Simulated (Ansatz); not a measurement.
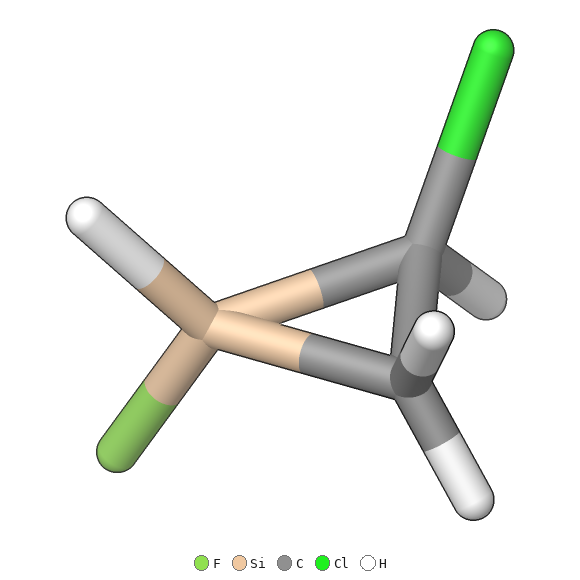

The computed structure is the end point of a PBE0-D4/def2-TZVP optimisation. No frequency run is at hand to confirm it as a minimum.

Draw it as a skeletal formula.

SMILES: F[Si@H]1C[C@@H]1Cl

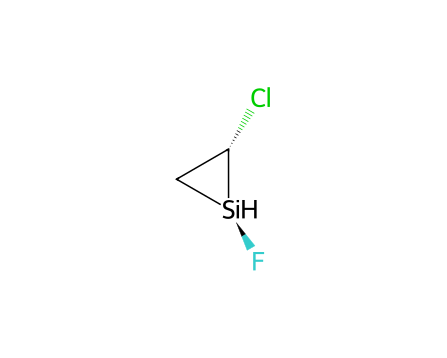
